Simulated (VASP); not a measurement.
Band structure of SnO2 (rutile). These are SCAN meta-GGA, VASP's PBE PAW potentials (set 64) (plane waves; VASP) values and carry that method's errors.

Unless said otherwise, spin-orbit coupling is left out, though it shifts the bands of the heavy elements here.

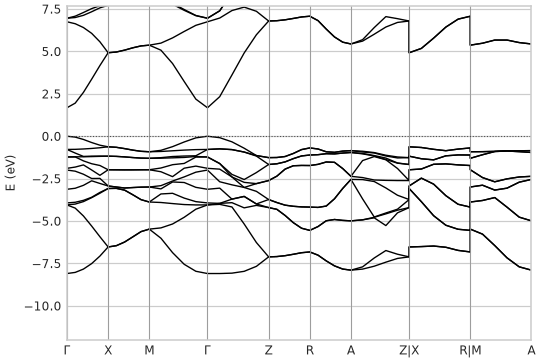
Bands along high-symmetry lines, zero at the valence-band maximum or, without a gap, the Fermi level

### Question
Read the plot: is there a gap, and where are the band edges?

### Answer
The gap is direct, 1.68 eV, from the valence maximum at Γ to the conduction minimum at Γ.

The compound is SnO2 in the rutile structure. It was relaxed first.
